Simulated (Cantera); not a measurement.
Feed: 1 mol FeS, a varied amount of SO₂, 0.86 mol N₂, at 925 K and 0.133 bar.

These are equilibrium values from Cantera (NASA tables, ideal gas, pure condensed phases), not measurements of a reactor. Candidate condensed phases: Fe, FeO, FeS, FeSO₄, FeS₂, Fe₂O₃, Fe₂(SO₄)₃, Fe₃O₄, S; 19 gas species. FeS: taken at fixed stoichiometry. Gases not in the tables: S₃ to S₇. Rates play no part.

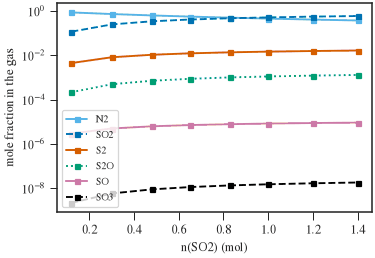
Fig. 1. Equilibrium gas composition (values under 1e-9 drawn at 1e-9)

Q: Read off the mole fractions at 0.48 mol SO₂.

A: N₂ about 0.64, SO₂ about 0.35, S₂ about 0.011, S₂O about 0.00072, SO about 6.3e-6.
